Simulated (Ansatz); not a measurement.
# Lattice dynamics of PtC (model cell, started as wurtzite), part 2 of 2

Task: relax PtC (model cell, started as wurtzite), then find its harmonic phonons.

Ansatz 0.2.0; DFT LDA, scalar-relativistic, plane waves, PAW.

So far: Set-up; Relaxation. The relaxed cell has a = 3.159, c = 5.776 Å (conventional setting).

The structure was built from a prototype and need not be the compound's stable phase.

**3. Tight relaxation**

Phonons need a cell at rest on their own settings, so the relaxation is repeated with tight tolerances on forces and stress, using the mesh and the filling of the phonon run that follows.

Contents of input.yaml:

```yaml
crystal:
  lattice:
    - [3.1592420662, 0.0, 0.0]
    - [-1.5796210331, 2.735983886, 0.0]
    - [0.0, 0.0, 5.7756188633]
  atoms:
    - { symbol: Pt, position: [0.3333333333, 0.6666666667, 0.0073733554] }
    - { symbol: Pt, position: [0.6666666667, 0.3333333333, 0.5073733554] }
    - { symbol: C, position: [0.3333333333, 0.6666666667, 0.3676266446] }
    - { symbol: C, position: [0.6666666667, 0.3333333333, 0.8676266446] }
kpoints:
  mp_grid: { grid: [15, 15, 8] }
hamiltonian:
  xc: lda
scf:
  occupations: { method: methfessel_paxton, width: 0.15 }
output:
  forces: true
  stress: true
  eigenvalues: true
relax:
  adjacent_minimum: "off"
  f_tol: 0.001
  max_steps: 60
  cell: { stress_tol: 0.01 }
```

Command:

```bash
$ ansatz run input.yaml --threads 4 --pin off --max-ram 7168MiB --backend cpu --events-out ev --progress --plain --runs-dir out
```

Numbers of over 12 decimals in the logs are rounded to 6 here.

What it wrote:

```text
[...]
Crystal: 4 atoms, lattice volume = 49.922 Å³
Basis set: ecut = 420 eV, 931 PW (Γ)
Bands: 27, of which v1, the nominal top of the filled ones, is band 22 counted from 1 (21 counted from 0)
Symmetry: 12 space group operations
[...]
k-points: 135 of 1800 (time reversal used)
[...]
--- Relaxed structure (3 steps of the walk, 3 accepted, 1 SCFs on fresh bases) ---
[...]
cell:  # Å, volume = 49.9232 Å³
    - [3.158695, 0.0, 0]
    - [-1.579347, 2.735510, 0]
    - [0, 0, 5.777723]
  atoms:
    - { symbol: Pt, position: [0.333333, 0.666667, 0.00738717] }
    - { symbol: Pt, position: [0.666667, 0.333333, 0.507387] }
    - { symbol: C, position: [0.333333, 0.666667, 0.367613] }
    - { symbol: C, position: [0.666667, 0.333333, 0.867613] }
[key lines of the parts left out:]
SCF converged after 5 iterations
Free energy (F): -24972.155793 eV
Fermi energy:    17.025761 eV
P = ⅓ Tr σ = -0.0049 GPa (-0.049 kbar)
```

The job ended after 42 s (4 threads of Arm Neoverse N1, shared host; peak memory 0.5 GiB).

Little changed from the start: no atom moved by 0.005 Å and no cell edge by 0.1 %.

This step gave:

| Quantity | Value |
| --- | --- |
| pressure | -0.004853 GPa |

The largest force component left is 0.51 meV/Å and the pressure is -0.005 GPa, within the tolerances set. The cell now holds 12.48 Å³/atom.

**4. Zone-centre response**

The zone centre comes first: it holds the modes that light can see, as far as symmetry allows. No field response is asked, since the mesh shows no gap.

input.yaml, the sections that differ from step 3:

```yaml
crystal:
  lattice:
    - [3.1586945863, 0.0, 0.0]
    - [-1.5793472931, 2.7355097545, 0.0]
    - [0.0, 0.0, 5.7777226681]
  atoms:
    - { symbol: Pt, position: [0.3333333333, 0.6666666667, 0.0073871743] }
    - { symbol: Pt, position: [0.6666666667, 0.3333333333, 0.5073871743] }
    - { symbol: C, position: [0.3333333333, 0.6666666667, 0.3676128257] }
    - { symbol: C, position: [0.6666666667, 0.3333333333, 0.8676128257] }
output:
  eigenvalues: true
phonons:
  method: dfpt
# kpoints, hamiltonian, scf: as in step 3
# relax: removed
```

What it wrote:

```text
[...]
Crystal: 4 atoms, lattice volume = 49.923 Å³
Basis set: ecut = 420 eV, 931 PW (Γ), exchange–correlation on 48×48×80 points (8 copies of the dense FFT grid, shifted against one another)
Bands: 27, of which v1, the nominal top of the filled ones, is band 22 counted from 1 (21 counted from 0)
Symmetry: 12 space group operations
k-points: 488 of 1800 (irreducible under 2 space group operations, time reversal used)
[...]
SCF iter   1: F=—  HF=-24972.167773 eV  |F-HF|=—  |Δ(HF+E_count)|=         —  Δρ=1.06e-2  dr2=3.87e-2  ethr=1.77e-3  ⟨swp⟩=5.4  Hψ=50961  notcnv=0
[...]
SCF iter   9: F=-24972.155794 eV  HF=-24972.155794 eV  |F-HF|=3.64e-12  |Δ(HF+E_count)|=  3.64e-12  S|Δr|=    0.00e0  Δρ=1.10e-7  dr2=4.48e-12  ethr=1.00e-12  ⟨swp⟩=6.9  Hψ=57911  notcnv=0
SCF 1 converged in 9 iterations: F = -24972.155794 eV  dr2 = 4.48e-12
[...]
DFPT response loops at Γ: preconditioner auto → Kerker (q_TF=auto, 2.671 Å⁻¹) (partly filled bands, converged f_vac=0.000); β = 1.00, the filter's whole step (`scf.mixing.beta` (0.50) is not read by the response loops under this deck's `scf.mixing.preconditioner`; to damp them name `kerker` or `kerker_dos`, under which they read `scf.mixing.beta`, and type it under 1.00, their step now; both keys bind the ground state too); Broyden in place of MSR1
SCF converged after 9 iterations
[...]
Free energy (F): -24972.155794 eV
[...]
Internal energy: -24972.154306 eV  (E = F + TS)
E sigma→0 (E₀):  -24972.155422 eV
Entropy (-TS):   -0.001488 eV (-0.372 meV/atom)
Fermi energy:    17.025761 eV
[...]
--- Band table (eV; the first three rows and the last of 488) ---
  k-point 0: bands = [... 18 lower, 13.5796, 13.5796, 14.2342, 19.7235, 19.7554, 19.7554, 21.6543, 22.0061, ... 1 higher]
  k-point 1: bands = [... 18 lower, 13.5548, 13.5548, 14.5522, 19.6574, 19.8203, 19.8203, 21.6557, 21.8956, ... 1 higher]
  k-point 2: bands = [... 18 lower, 13.4800, 13.4800, 15.3767, 19.3585, 20.0147, 20.0147, 21.5964, 21.5964, ... 1 higher]
  k-point 487: bands = [... 18 lower, 14.0907, 14.1910, 15.0190, 15.9573, 16.4042, 18.1023, 19.2983, 20.0300, ... 1 higher]
--- Phonons (Γ-DFPT): 4 representative perturbations + reference, on 488 of 1800 k-points (Σ response iterations 14) ---
  k mesh reduced under 2 symmetry operations, with k and −k counted as one. Each operation leaves every solved perturbation unchanged. A smaller set is not used because it would not reduce the number of displacements times k-points to solve
  ASR residual: 3.289e-5 → 0.000e0 eV/Å²; symmetrization residual: 2.202e-6 eV/Å²
  ASR residual per site (eV/Å²): 3.29e-5 3.29e-5 8.60e-6 8.60e-6
  Γ frequencies (cm⁻¹): 0.00 0.00 0.00 58.55 58.55 143.24 466.56 551.51 551.51 553.23 553.23 573.23
  non-analytic LO–TO correction: not included (Born effective charges unavailable; polar crystals: no LO–TO splitting at Γ)
```

Run time: 3.6 min. Hardware: 4 threads; peak memory 1.9 GiB.

In the SCF lines HF is the Harris–Foulkes energy and dr2 the Hartree energy of the density residual, in eV; the loop may stop once dr2 is under the threshold and the program's other checks hold. Hψ counts applications of the Hamiltonian.

This step gave:

| Property | Result |
| --- | --- |
| sum-rule residual before enforcement | 3.29e-5 eV/Å² |
| point group | 6mm |
| highest optical mode at the zone centre (no LO-TO term) | 573.2 cm⁻¹ |
| lowest optical zone-centre mode | 58.55 cm⁻¹ |

Patterns of degenerate modes are one choice out of their space. Modes at Γ, with each element's share of the kinetic energy:

```csv
mode,frequency (cm⁻¹),symmetry,Pt %,C %
1,0.0,acoustic,94,6
2,0.0,acoustic,94,6
3,0.0,acoustic,94,6
4,58.5,E2,95,5
5,58.5,E2,95,5
6,143.2,B1,99,1
7,466.6,B1,1,99
8,551.5,E1,6,94
9,551.5,E1,6,94
10,553.2,E2,5,95
11,553.2,E2,5,95
12,573.2,A1,6,94
```

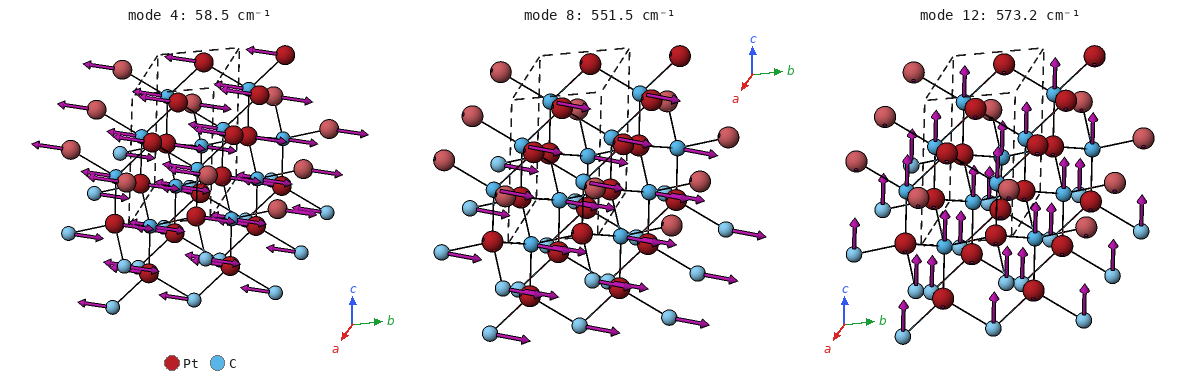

Displacement patterns of modes 4, 8 and 12 at Γ; arrows are exaggerated. 3×2×1 cells are drawn. Some periodic images of atoms are drawn too.

Before it was imposed, the acoustic sum rule was missed by 3.3e-5 eV/Å². Small misses are needed for a sound result but don't prove that mesh and cutoff are converged. The lowest optical mode is real, 58.5 cm⁻¹.

**5. The dispersion**

Stability and thermal properties need the whole zone. Linear response on a 2×2×2 q mesh gives force constants as far as a supercell of that size would.

input.yaml, the sections that differ from step 4:

```yaml
kpoints:
  mp_grid: { grid: [16, 16, 8] }
phonons:
  method: dfpt
  qmesh: [2, 2, 2]
  temperatures: { t_max: 1000, t_step: 50 }
  qpath:
    path:
      - [[0.0, 0.0, 0.0], [0.5, 0.0, 0.0], [0.33333333, 0.33333333, 0.0], [0.0, 0.0, 0.0], [0.0, 0.0, 0.5], [0.5, 0.0, 0.5], [0.33333333, 0.33333333, 0.5], [0.0, 0.0, 0.5]]
      - [[0.5, 0.0, 0.5], [0.5, 0.0, 0.0]]
      - [[0.33333333, 0.33333333, 0.5], [0.33333333, 0.33333333, 0.0]]
    npoints: 10
# crystal, hamiltonian, scf, output: as in step 4
```

What it wrote:

```text
Warning: phonons: the dynamical matrix that this run interpolates holds no multipole term above the dipole-dipole one, and a site of this crystal is no centre of inversion, so its interpolated transverse optical and acoustic branches and sound speeds can stay off near Gamma, and the density of states and the thermodynamics with them. What a run solves at a wave vector of phonons.qpoints, Gamma apart, where the deck admits one, is free of this, and under fd what a larger phonons.supercell samples
[...]
Crystal: 4 atoms, lattice volume = 49.923 Å³
Basis set: ecut = 420 eV, 931 PW (Γ), exchange–correlation on 48×48×80 points (8 copies of the dense FFT grid, shifted against one another)
Bands: 27, of which v1, the nominal top of the filled ones, is band 22 counted from 1 (21 counted from 0)
Symmetry: 12 space group operations
k-points: 150 of 2048 (time reversal used)
[...]
SCF iter   1: F=—  HF=-24972.177842 eV  |F-HF|=—  |Δ(HF+E_count)|=         —  Δρ=1.08e-2  dr2=3.98e-2  ethr=1.77e-3  ⟨swp⟩=5.4  Hψ=15718  notcnv=0
[...]
SCF iter   9: F=-24972.165284 eV  HF=-24972.165284 eV  |F-HF|=3.64e-12  |Δ(HF+E_count)|=  3.27e-11  S|Δr|=    0.00e0  Δρ=1.15e-7  dr2=4.70e-12  ethr=1.00e-12  ⟨swp⟩=7.0  Hψ=17854  notcnv=0
SCF 1 converged in 9 iterations: F = -24972.165284 eV  dr2 = 4.70e-12
[...]
SCF iter   3: F=-24972.165284 eV  HF=-24972.165284 eV  |F-HF|=2.55e-11  |Δ(HF+E_count)|=  2.18e-11  S|Δr|=    0.00e0  Δρ=1.58e-7  dr2=5.70e-12  ethr=1.00e-12  ⟨swp⟩=2.8  Hψ=9034  notcnv=0
SCF 2 converged in 3 iterations: F = -24972.165284 eV  dr2 = 5.70e-12
phonons: the bands overlap, so this run is a metal and interpolates without the dipole-dipole term. If the crystal is really an insulator or semiconductor, its LO-TO splitting is missing
NSCF: frozen V_eff on 150 k-points
WARN: eigensolver did not converge (k=148): 1 band(s) unlocked after 20 sweeps at ethr=1.77e-12 eV (storage-precision floor; scheduled 1.00e-12 eV) (lowest unlocked band 26, counted from 0; max residual 4.95e-5 eV among the unlocked bands, 4.95e-5 eV over every band; other slots of this pass that fall short are told together in one closing line; warning suppressed until the next SCF loop or pass starts)
WARN: eigensolver did not converge in 2 slots of this pass, the one above among them; of largest residual over every band (k=148): 1 band(s) unlocked (lowest unlocked band 26, counted from 0; max residual 4.95e-5 eV among the unlocked bands, 4.95e-5 eV over every band); of lowest unlocked band (k=148): band 26
[...]
DFPT response loops at q = (0, 0, 0) (fractional): preconditioner auto → Kerker (q_TF=auto, 2.671 Å⁻¹) (partly filled bands, converged f_vac=0.000); β = 1.00, the filter's whole step (`scf.mixing.beta` (0.50) is not read by the response loops under this deck's `scf.mixing.preconditioner`; to damp them name `kerker` or `kerker_dos`, under which they read `scf.mixing.beta`, and type it under 1.00, their step now; both keys bind the ground state too); Broyden in place of MSR1
[...]
SCF converged after 9 iterations
[...]
Free energy (F): -24972.165284 eV
[...]
Internal energy: -24972.167018 eV  (E = F + TS)
E sigma→0 (E₀):  -24972.165717 eV
Entropy (-TS):   0.001735 eV (0.434 meV/atom)
Fermi energy:    16.966893 eV
[...]
--- Band table (eV; the first three rows and the last of 150) ---
  k-point 0: bands = [... 18 lower, 13.5775, 13.5775, 14.2275, 19.7256, 19.7549, 19.7549, 21.6492, 22.0060, ... 1 higher]
  k-point 1: bands = [... 18 lower, 13.5528, 13.5528, 14.5459, 19.6591, 19.8199, 19.8199, 21.6508, 21.8955, ... 1 higher]
  k-point 2: bands = [... 18 lower, 13.4781, 13.4781, 15.3710, 19.3589, 20.0143, 20.0143, 21.5962, 21.5962, ... 1 higher]
  k-point 149: bands = [... 18 lower, 14.0121, 14.0121, 15.5342, 15.5342, 16.7038, 16.7038, 18.6393, 18.6393, ... 1 higher]
--- Phonons (Γ-DFPT): 4 representative perturbations + reference (Σ response iterations 14) ---
  ASR residual: 4.334e-5 → 0.000e0 eV/Å²; symmetrization residual: 5.705e-7 eV/Å²
  ASR residual per site (eV/Å²): 4.33e-5 4.33e-5 1.13e-5 1.13e-5
[...]
--- Phonons (arbitrary-q DFPT): 4 irreducible q on the 2×2×2 mesh ---
  q = [0.0000, 0.0000, 0.0000] (star 1, of the zone-centre solve; hermiticity 7.49e-8, symmetrization 5.99e-11): -0.00 -0.00 0.00 58.61 58.61 146.69 460.27 563.06 563.06 563.44 567.95 567.95
  q = [0.0000, 0.0000, -0.5000] (star 1, 4 solved perturbations in 1534 linear systems a pass and spin channel, the states on 554 of 2048 k-point pairs; hermiticity 5.26e-5, symmetrization 1.48e-5): 40.55 40.55 40.55 40.55 121.22 121.22 575.23 575.23 575.23 575.23 599.13 599.13
  q = [0.0000, -0.5000, 0.0000] (star 3, 6 solved perturbations on 554 of 2048 k-point pairs; hermiticity 2.72e-7, symmetrization 3.75e-10): -76.02 -40.47 65.20 74.29 119.24 149.76 443.08 516.76 539.66 547.35 621.01 644.97
[...]
sum rule: each row above includes the acoustic sum rule's correction from the zone centre's row sums; it moved no ω² by more than (0.51 cm⁻¹)²
  mesh force constants: q→R imaginary residual 8.29e-18; ASR residual 4.334e-5 → 0.000e0 eV/Å²; symmetrization residual 1.421e-14 eV/Å²
  interpolated dispersion: 93 rows × 12 modes
  density of states and harmonic sums: on the 22×22×12 q-mesh, interpolated from the force constants of a 2×2×2 supercell (no non-analytic term)
  largest difference from the sums on the solved wave vectors: F 6.91e-2 eV, S 9.26e-5 and C_V 2.35e-5 eV/K
  zero-point energy: 0.235913 eV/cell   skipped modes (ω ≤ 0): 306, of them read as no rigid motion or as one in doubt: 303 (8.523e-1 modes/cell left out, lowest -81.93 cm⁻¹)   left out of the sums: 7.11e-2 of the cell's modes: C_V's classical limit lies that fraction below 3 k_B per atom; for a crystal, a wire or a layer, F and S can be off by more, and a phonons.interpolated_qmesh denser along its periods is the remedy for the sampling
```

Elapsed: 13 min, on 4 threads; peak memory 1.9 GiB; 42 min of CPU time.

Numbers from this step:

- sum-rule residual before enforcement: 4.33e-5 eV/Å²
- lowest frequency on the path: -82.05 cm⁻¹
- highest frequency on the path or at a solved wavevector: 645 cm⁻¹
- highest optical mode at the zone centre (no LO-TO term): 568.0 cm⁻¹
- lowest optical zone-centre mode: 58.61 cm⁻¹
- lowest mode on the q mesh (acoustic modes at Γ apart): -76.02 cm⁻¹

Frequencies (cm⁻¹) solved at each irreducible wavevector; negative means imaginary. Frequencies by wavevector, by row:

```
q in reciprocal lattice units  star  mode 1  mode 2  mode 3  mode 4  mode 10  mode 11  mode 12
                        0 0 0     1       0       0       0    58.6    563.4      568      568
                     0 0 -0.5     1    40.5    40.5    40.5    40.5    575.2    599.1    599.1
                     0 -0.5 0     3     -76   -40.5    65.2    74.3    547.4      621      645
                  0 -0.5 -0.5     3    50.7    50.7    71.5    71.5    555.5    629.2    629.2
```

Interpolated from a 2×2×2 q mesh, rough between the solved points. The phonon branches at the labelled points (cm⁻¹):

```
    point  branch 1  branch 2  branch 3  branch 4  branch 9  branch 10  branch 11  branch 12
        Γ         0         0         0        59       563        563        568        568
        M       -76       -40        65        74       540        547        621        645
        K       -67       -67        91        96       580        589        602        602
        Γ         0         0         0        59       563        563        568        568
        A        40        40        40        40       575        575        599        599
        L        51        51        72        72       556        556        629        629
        H        38        38        92        92       590        590        597        597
        A        40        40        40        40       575        575        599        599
jump to L        51        51        72        72       556        556        629        629
        M       -76       -40        65        74       540        547        621        645
jump to H        38        38        92        92       590        590        597        597
        K       -67       -67        91        96       580        589        602        602
```

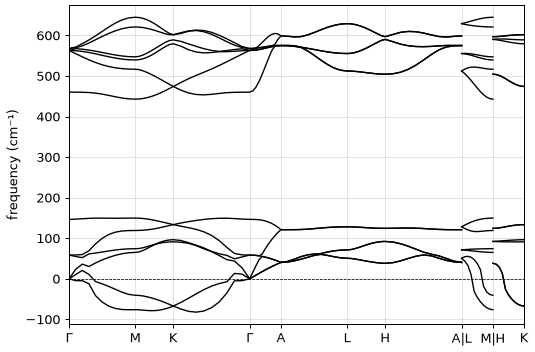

Phonon branches along the path.

The phonon density of states has structure finer than the step of the table below, so its rows give means over 50 cm⁻¹, whole bins alone (the curve runs from -85 to 645 cm⁻¹). Peaks (cm⁻¹: height): 75.0: 0.0611, 125.0: 0.0470, 145.0: 0.0536, 515.0: 0.0323, 565.0: 0.0929, 615.0: 0.0686.

Tetrahedra on a 22×22×12 mesh, mean over bins of 10 cm-1. Interpolated from a 2×2×2 q mesh, rough between the solved points. Table of phonon density of states by wavenumber; means over each step:

```csv
wavenumber (cm⁻¹),phonon density of states (1/cm⁻¹/cell)
-50,0.0113
0,0.00867
50,0.0439
100,0.0324
150,0.0221
200,0
250,0
300,0
350,0
400,0
450,0.00785
500,0.0204
550,0.0463
600,0.0395
```

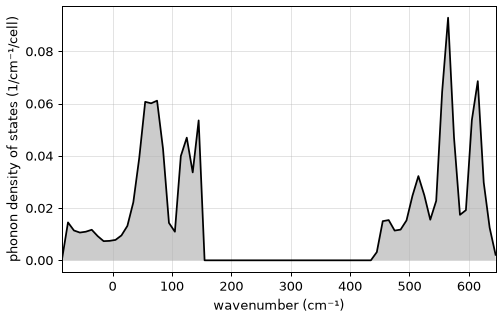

Phonon density of states against wavenumber.

The partial phonon density of states has structure finer than the step of the table below, so its rows give means over 50 cm⁻¹, whole bins alone (the curve runs from -92 to 674 cm⁻¹). Peaks (cm⁻¹: height): C 514.9: 0.0285, 563.1: 0.0811, 611.3: 0.0638; Pt -39.1: 0.0126, 62.1: 0.0597, 119.9: 0.0473.

Phonopy on the run's constants, 21x21x11 mesh, Gaussian sigma 5.5 cm-1. Interpolated from a 2×2×2 q mesh, rough between the solved points. The partial phonon density of states by wavenumber; means over each step; values in 1/cm⁻¹/cell:

| wavenumber (cm⁻¹) | C | Pt |
| --- | --- | --- |
| -50 | 0.00105 | 0.0106 |
| 0 | 5.1e-4 | 0.00705 |
| 50 | 0.00231 | 0.0421 |
| 100 | 9.1e-4 | 0.0316 |
| 150 | 1.6e-4 | 0.0219 |
| 200 | 0 | 0 |
| 250 | 0 | 0 |
| 300 | 0 | 0 |
| 350 | 0 | 0 |
| 400 | 1.6e-7 | 0 |
| 450 | 0.00718 | 7.4e-4 |
| 500 | 0.0189 | 0.00136 |
| 550 | 0.0439 | 0.00212 |
| 600 | 0.0386 | 8.7e-4 |

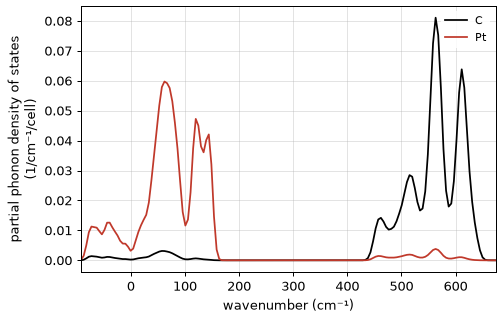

Partial phonon density of states, plotted against wavenumber.

Symmetry leaves 4 wavevectors to solve. The lowest mode among them, the acoustic zeros apart, lies at q = (0, -0.5, 0) and is imaginary, 76.0i cm⁻¹, so the energy falls along it. Between them the interpolated path dips to 82i cm⁻¹.

**6. Another isotope**

An isotope changes the mass and not the force constants, so no new electronic calculation is needed; the shifts show which modes move this element.

The same force constants with the mass of C changed from 12.011 to 13.003 u (phonopy, no LO-TO term). Both lists are sorted by frequency; levels can cross, so a row need not hold one and the same mode. Modes under 3 cm⁻¹ are left out. Isotope shifts, by row, the first 40 of 45 rows:

| q | rank | natural mass (cm⁻¹) | changed mass (cm⁻¹) |
| --- | --- | --- | --- |
| 0 0 0 | 4 | 58.61 | 58.49 |
| 0 0 0 | 5 | 58.61 | 58.49 |
| 0 0 0 | 6 | 146.7 | 146.6 |
| 0 0 0 | 7 | 460.3 | 442.6 |
| 0 0 0 | 8 | 563.1 | 542.5 |
| 0 0 0 | 9 | 563.1 | 542.5 |
| 0 0 0 | 10 | 563.4 | 542.8 |
| 0 0 0 | 11 | 568 | 547 |
| 0 0 0 | 12 | 568 | 547 |
| 0 0 -0.5 | 1 | 40.55 | 40.46 |
| 0 0 -0.5 | 2 | 40.55 | 40.46 |
| 0 0 -0.5 | 3 | 40.55 | 40.46 |
| 0 0 -0.5 | 4 | 40.55 | 40.46 |
| 0 0 -0.5 | 5 | 121.2 | 121.1 |
| 0 0 -0.5 | 6 | 121.2 | 121.1 |
| 0 0 -0.5 | 7 | 575.2 | 554.1 |
| 0 0 -0.5 | 8 | 575.2 | 554.1 |
| 0 0 -0.5 | 9 | 575.2 | 554.1 |
| 0 0 -0.5 | 10 | 575.2 | 554.1 |
| 0 0 -0.5 | 11 | 599.1 | 576.3 |
| 0 0 -0.5 | 12 | 599.1 | 576.3 |
| 0 -0.5 0 | 1 | -76.02 | -75.63 |
| 0 -0.5 0 | 2 | -40.47 | -40.35 |
| 0 -0.5 0 | 3 | 65.2 | 65.05 |
| 0 -0.5 0 | 4 | 74.29 | 74.16 |
| 0 -0.5 0 | 5 | 119.2 | 119.2 |
| 0 -0.5 0 | 6 | 149.8 | 149.7 |
| 0 -0.5 0 | 7 | 443.1 | 428 |
| 0 -0.5 0 | 8 | 516.8 | 498.1 |
| 0 -0.5 0 | 9 | 539.7 | 519.8 |
| 0 -0.5 0 | 10 | 547.4 | 527 |
| 0 -0.5 0 | 11 | 621 | 597 |
| 0 -0.5 0 | 12 | 645 | 620 |
| 0 -0.5 -0.5 | 1 | 50.74 | 50.61 |
| 0 -0.5 -0.5 | 2 | 50.74 | 50.61 |
| 0 -0.5 -0.5 | 3 | 71.46 | 71.33 |
| 0 -0.5 -0.5 | 4 | 71.46 | 71.33 |
| 0 -0.5 -0.5 | 5 | 128.3 | 128.2 |
| 0 -0.5 -0.5 | 6 | 128.3 | 128.2 |
| 0 -0.5 -0.5 | 7 | 512.4 | 493.7 |

A mode of this element alone would shift by -3.89 %. The highest zone-centre frequency without the field goes from 568.0 to 547.0 cm⁻¹ (-3.7 %). The product of the frequency ratios over all optical modes at Γ is 0.794; the product rule, (m/m′)^(3k/2) (M′/M)^(3/2) with k = 2 such atoms and M the mass of the cell, gives 0.794.

**7. Summary of results**

* space group after relaxation (within 0.01 Å): P6_3mc
* volume per atom: 12.5 Å³
* electronic character: no gap on this mesh
* highest optical mode at the zone centre (no LO-TO term): 573 cm⁻¹
* lowest optical zone-centre mode: 58.5 cm⁻¹
* lowest mode on the q mesh (acoustic modes at Γ apart): -76.0 cm⁻¹
* highest frequency on the path or at a solved wavevector: 645 cm⁻¹
* imaginary modes on the 2×2×2 q mesh: yes

Modes are clearly imaginary (beyond 10i cm⁻¹) at 1 of the 4 irreducible wavevectors, most at q = (0, -0.5, 0) (76.0i cm⁻¹), so this structure is not a minimum of the energy. The optical modes at Γ span 59 to 573 cm⁻¹. The highest mode in this list at Γ, 573.2 cm⁻¹, is mostly motion of C (94 % of the kinetic energy). The q mesh stands for a supercell only 6.3 Å across, so branches between the solved wavevectors are rough. With no gap, or one that is small against the smearing, the frequencies hang on the k mesh and the smearing, most of all near Kohn anomalies. Spin-orbit coupling is left out, which can matter for the heavy elements here. A phonon run warned that its eigensolver left some bands unconverged in a pass. The starting cell was built on a prototype and not taken from a measurement, so the phase need not exist. These are harmonic frequencies at zero temperature: anharmonic shifts, linewidths and thermal expansion are left out.

[Logs are printed without paths, hosts, clocks, repeated set-up lines and the standing remarks that a program may print on its own settings, such as how far it seeks lower states.]

[Hosts, paths, dates, database ids (printed as entryN), source tags and the programs' standing remarks are cut or masked in the printed files.]
